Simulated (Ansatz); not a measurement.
SrVO3: O → S

The parent structure is SrVO$_{3}$ in the cubic perovskite structure (space group Pm-3m, No. 221; a = 3.809 Å).

One thing is altered: S takes the place of O on all its sites; the structure is relaxed again.

Computed with DFT with PBEsol, PAW potentials and a 420 eV plane-wave cutoff in Ansatz (a first-principles code), spin-orbit coupling left out. k-mesh 10×10×10 (Γ-centred); smearing 0.05 eV (Fermi–Dirac), for the changed cell.

| quantity | base | changed | shift |
|---|---|---|---|
| volume per atom | 11.06 Å³ | 19.60 Å³ | +8.546 Å³ |
| density | 5.60 g/cm³ | 3.98 g/cm³ | -1.627 g/cm³ |
| lattice parameter a | 3.809 Å | 4.611 Å | +0.8012 Å |
| space group | Pm-3m (No. 221) | Pm-3m (No. 221) | – |
| shortest interatomic distance | 1.905 Å | 2.305 Å | +0.4006 Å |
| band gap | zero | zero | – |
| magnetic state | non-magnetic | weakly magnetic (sensitive to the mesh) | – |

Final structure:

```yaml
crystal:
  lattice:
    - [4.61058, 0.00000, 0.00000]
    - [0.00000, 4.61058, 0.00000]
    - [0.00000, 0.00000, 4.61058]
  atoms:
    - { symbol: Sr, position: [0.00000, 0.00000, 0.00000] }
    - { symbol: V, position: [0.50000, 0.50000, 0.50000] }
    - { symbol: S, position: [0.00000, 0.50000, 0.50000] }
    - { symbol: S, position: [0.50000, 0.50000, 0.00000] }
    - { symbol: S, position: [0.50000, 0.00000, 0.50000] }
```

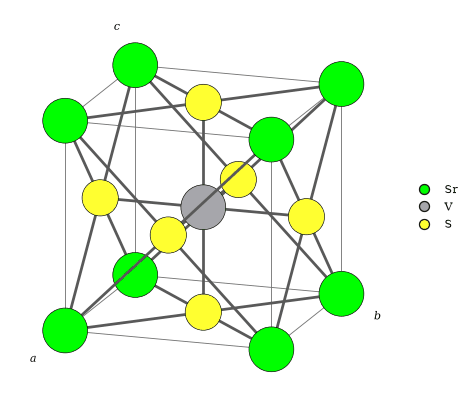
Fig. 1. The relaxed conventional cell after the change

Other magnetic orders, which the real material may have, were not ruled out. Stability against distortions was not tested. Seeded moments were not kept for the base. No Hubbard U is applied, and correlation can decide whether such a compound is a metal. Spin-polarised in the final run: SrVS3; the other runs are not. An odd electron count without spin: SrVO3.
